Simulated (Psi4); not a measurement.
**Cl2: geometry relaxation (part 4 of 4)**

Cl2, SMILES ClCl; B3LYP/cc-pCVDZ, RKS (Psi4 1.11). The geometry comes from this level: PBE0-D4/def2-TZVP.

Geometry of the input (Å):
```
Cl 0.8457  -0.2816  0.4336
Cl -0.8457  0.2816  -0.4336
```

### Log, continued
```
    Nuclear Repulsion Energy =             74.7661524377989082
    One-Electron Energy =               -1419.4199871945997984
    Two-Electron Energy =                 469.7582235152783596
    DFT Exchange-Correlation Energy =     -45.5067220831529227
    Empirical Dispersion Energy =           0.0000000000000000
    VV10 Nonlocal Energy =                  0.0000000000000000
    Total Energy =                       -920.4023333246755101

Computation Completed

Properties will be evaluated at   0.000000,   0.000000,   0.000000 [a0]

Properties computed using the SCF density matrix

 Multipole Moments:

 ------------------------------------------------------------------------------------
     Multipole            Electronic (a.u.)      Nuclear  (a.u.)        Total (a.u.)
 ------------------------------------------------------------------------------------

 L = 1.  Multiply by 2.5417464519 to convert [e a0] to [Debye]
 Dipole X            :         -0.0000000            0.0000000           -0.0000000
 Dipole Y            :          0.0000000            0.0000000            0.0000000
 Dipole Z            :         -0.0000000            0.0000000           -0.0000000
 Magnitude           :                                                    0.0000000

 ------------------------------------------------------------------------------------

	total time  =          3 seconds =       0.05 minutes

         ------------------------------------------------------------
                                   SCF GRAD
         ------------------------------------------------------------

  ==> Geometry <==

    Molecular point group: c1
    Full point group: D_inf_h

    Geometry (in Bohr), charge = 0, multiplicity = 1:

       Center              X                  Y                   Z               Mass
    ------------   -----------------  -----------------  -----------------  -----------------
         CL           1.932692739809    -0.000000000000    -0.000000000000    34.968852682000
         CL          -1.932692739809     0.000000000000     0.000000000000    34.968852682000

  Nuclear repulsion =   74.766152437798908

   => Molecular Quadrature <=

    Radial Scheme          =       TREUTLER
    Pruning Scheme         =           NONE
    Nuclear Scheme         =       TREUTLER

    Blocking Scheme        =         OCTREE
    BS radius alpha        =              1
    Pruning alpha          =              1
    Radial Points          =             99
    Spherical Points       =            590
    Total Points           =         102422
    Total Blocks           =            834
    Max Points             =            254
    Max Functions          =             48
    Weights Tolerance      =       1.00E-15

  -Total Gradient:
     Atom            X                  Y                   Z
    ------   -----------------  -----------------  -----------------
       1       -0.000003616316    -0.000000000000     0.000000000000
       2        0.000003616316     0.000000000000     0.000000000000

	total time  =          6 seconds =       0.10 minutes

    			-----------------------------------------

    			 OPTKING 3.0: for geometry optimizations

    			        with contributions from

    			-----------------------------------------

	                            ===> Fragment 1 <==

	 Z (Atomic Numbers)          Masses                          Geom
	      17.000000            34.968853          1.93269274 -0.00000000 -0.00000000
	      17.000000            34.968853         -1.93269274  0.00000000  0.00000000

	 - Coordinate -           - BOHR/RAD -       - ANG/DEG -
	 R(1,2)           =         3.865385           2.045474

	        --- Internal Coordinate Step in ANG or DEG, aJ/ANG or AJ/DEG ---
	-------------------------------------------------------------------------------
	           Coordinate      Previous         Force          Change          New
	           ----------      --------        ------          ------        ------
	               R(1,2)       2.04547        0.00003        0.00001       2.04548
	-------------------------------------------------------------------------------

	                                 ==> Convergence Check <==

	Measures of convergence in internal coordinates in au.

	Criteria marked as inactive (o), active & met (*), and active & unmet ( ).

	----------------------------------------------------------------------------------------------
	   Step    Total Energy     Delta E     Max Force     RMS Force      Max Disp      RMS Disp
	----------------------------------------------------------------------------------------------
	  Convergence Criteria              o    1.50e-05 *    1.00e-05 *    6.00e-05 *    4.00e-05 *
	----------------------------------------------------------------------------------------------
	     6    -920.40233332   -2.07e-09 o    3.62e-06 *    3.62e-06 *    1.71e-05 *    1.71e-05 *  ~
	----------------------------------------------------------------------------------------------

Next Geometry in Ang
	Fragment 1 (Ang)

	   Cl   1.0227414886  -0.0000000000  -0.0000000000
	   Cl  -1.0227414886   0.0000000000   0.0000000000

    Final optimized geometry and variables:
    Molecular point group: c1
    Full point group: D_inf_h

    Geometry (in Bohr), charge = 0, multiplicity = 1:

    CL           1.932692739809    -0.000000000000    -0.000000000000
    CL          -1.932692739809     0.000000000000     0.000000000000

[set-up sections that repeat, and orbital energies of the middle runs, are left out above]
```

### Trajectory as extended XYZ (Å, eV, eV/Å), 6 frames, from step=0 to step=5
```
2
Properties=species:S:1:pos:R:3:forces:R:3 step=0 energy=-25045.38462
Cl    0.8457   -0.2816    0.4336    1.1030  -0.3673   0.5655
Cl   -0.8457    0.2816   -0.4336   -1.1030   0.3673  -0.5655
2
Properties=species:S:1:pos:R:3:forces:R:3 step=1 energy=-25045.41671
Cl    0.8611   -0.2867    0.4415    0.4321  -0.1439   0.2215
Cl   -0.8611    0.2867   -0.4415   -0.4321   0.1439  -0.2215
2
Properties=species:S:1:pos:R:3:forces:R:3 step=2 energy=-25045.42327
Cl    0.8710   -0.2900    0.4466    0.0570  -0.0190   0.0292
Cl   -0.8710    0.2900   -0.4466   -0.0570   0.0190  -0.0292
2
Properties=species:S:1:pos:R:3:forces:R:3 step=3 energy=-25045.42339
Cl    0.8724   -0.2905    0.4473    0.0080  -0.0027   0.0041
Cl   -0.8724    0.2905   -0.4473   -0.0080   0.0027  -0.0041
2
Properties=species:S:1:pos:R:3:forces:R:3 step=4 energy=-25045.42339
Cl    0.8726   -0.2905    0.4474    0.0011  -0.0004   0.0006
Cl   -0.8726    0.2905   -0.4474   -0.0011   0.0004  -0.0006
2
Properties=species:S:1:pos:R:3:forces:R:3 step=5 energy=-25045.42339
Cl    0.8726   -0.2906    0.4474    0.0002  -0.0001   0.0001
Cl   -0.8726    0.2906   -0.4474   -0.0002   0.0001  -0.0001
```

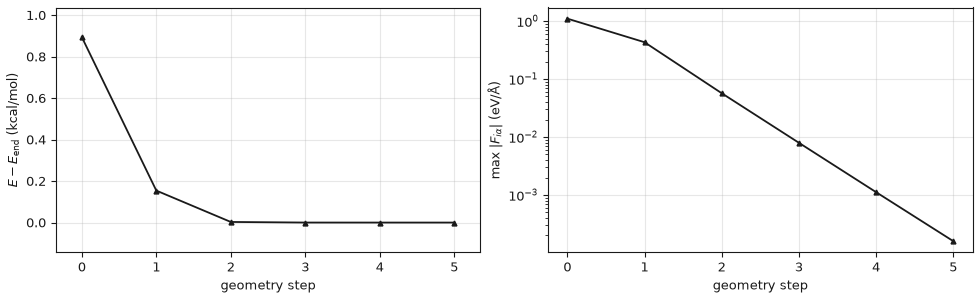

Progress of the relaxation, step by step (steps are counted from 0).

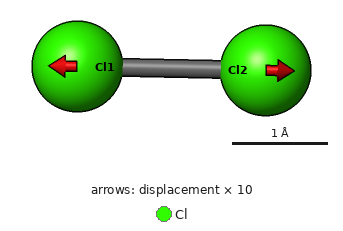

The starting structure with the displacements as red arrows, magnified 10 times (ball-and-stick view, seen at a tilt). The two geometries are laid on each other by the best rigid fit. The energy falls by 0.89 kcal/mol in 5 geometry steps. Largest force component: 1.1 eV/Å at the start, 0.00016 eV/Å at the end. The largest moves after the best rigid fit, 0.032 Å, are those of Cl1 and Cl2. Among the contacts that change: Cl1–Cl2 1.982 → 2.045 Å. (Atoms are counted from 1 in the order of the input.)

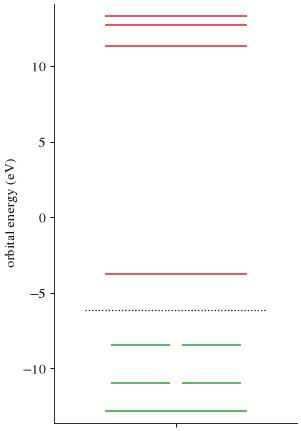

Orbital energies near the frontier; the dotted line parts filled from empty levels, and levels within 0.02 eV of each other stand side by side. Highest filled −8.45 eV, lowest empty −3.77 eV, 4.68 eV apart.

### Key numbers

| quantity | value |
| --- | --- |
| outcome | converged |
| total energy | −920.402333 hartree |
| basis functions | 54 |
| HOMO | −8.45 eV |
| LUMO | −3.77 eV |
| dipole moment | 0.00 D |
| wall time | 66 s |
| peak memory | 0.49 GiB |
